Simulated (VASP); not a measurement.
Band structure of Pd (space group P6_3/mmc). Method: LDA (Ceperley-Alder, Perdew-Zunger), VASP's LDA PAW potentials (set 64) (plane waves; VASP).

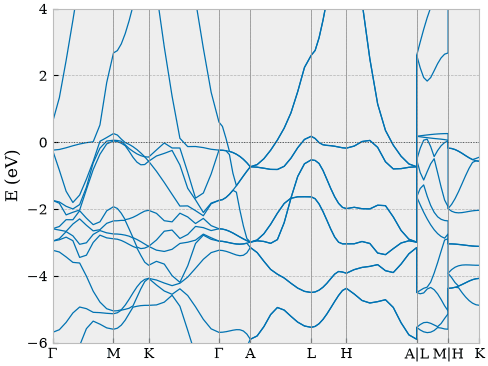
Figure: Bands along high-symmetry lines, zero at the valence-band maximum or, without a gap, the Fermi level

Read the plot: is there a gap, and where are the band edges?

It has no gap at this level: it comes out as a metal or semimetal. (Edges off the drawn lines would not show.)

The structure comes from a computed database's Pd entry (P6_3/mmc); how it stands against other phases isn't given here. It was relaxed first, which changed the volume by -9 %.
